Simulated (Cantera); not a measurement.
Feed: 1 mol LiOH, 0.011 mol H₂, equilibrated at 1748.15 K.

Cantera equilibrium calculation (NASA polynomials, part measured and part estimated; ideal gas, pure solids and liquids). Candidate condensed phases: H₂O, Li, LiH, LiOH, Li₂O; 17 gas species. Mutual solubility and eutectic melting of coexisting phases are not modelled. The numbers say what is thermodynamically allowed, not how fast it happens.

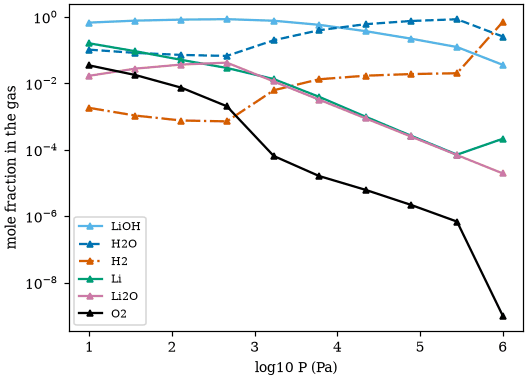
Equilibrium gas composition (values under 1e-9 drawn at 1e-9)

From 0.000100 bar to 0.00130 bar nothing is condensed. From 0.00460 bar to 2.80 bar the condensed part is Li₂O(s). At 10.0 bar the condensed part is LiOH(l) + Li₂O(s). The main Li-bearing gas is LiOH throughout.
